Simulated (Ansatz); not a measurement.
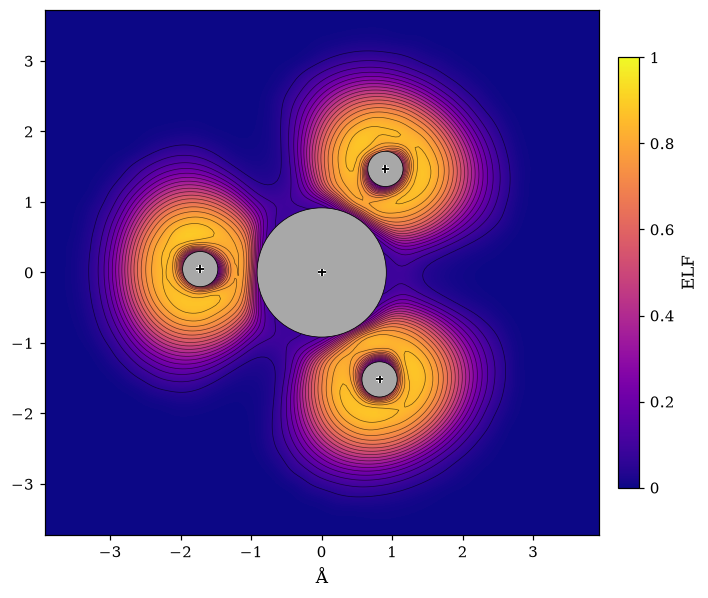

The electron localisation function on a plane through atoms (crosses mark nuclei in the plane; grey discs cover the cores).

Computed with Ansatz, RKS PBE0-D4/def2-TZVPP.

Candidates:
A. C2H8OSi (SMILES CCO[SiH3])
B. F3Ga (SMILES [F][Ga]([F])[F])
C. Cl4Zr (SMILES [Cl][Zr]([Cl])([Cl])[Cl])

Q: Which system is this?

A: Candidate B: F3Ga on the molecular plane, which holds F and Ga. Ga–F (1.72 Å): the ELF peaks at about 0.80 in the valence shell of F, 0.5 Å from its nucleus, and is about 0.15 at the midpoint.
